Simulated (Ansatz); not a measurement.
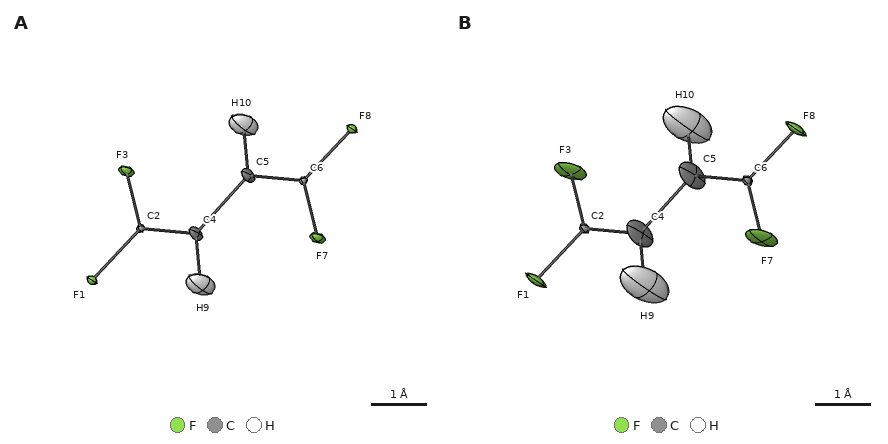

Displacement ellipsoids at the 50 % level, from the internal vibrations of the free molecule (harmonic, no overall translation or rotation; no half-axis is drawn under 0.075 Å). Vibrations computed with RKS PBE0-D4/def2-TZVP (Ansatz 0.2.0). One panel is for 200 K, the other for 900 K.

### Which panel is for 900 K?

B.

### How much does the mean-square displacement of F7 grow, and why?

U_eq goes from 0.0067 to 0.0279 Å², a factor of 4.1. Modes below kT (626 cm⁻¹ at 900 K) grow about in proportion to T, and the lowest lies at 76 cm⁻¹; the mean-square amplitude of a mode is its zero-point value times coth(ħω/2kT), which comes close to 1 only above about 3kT.
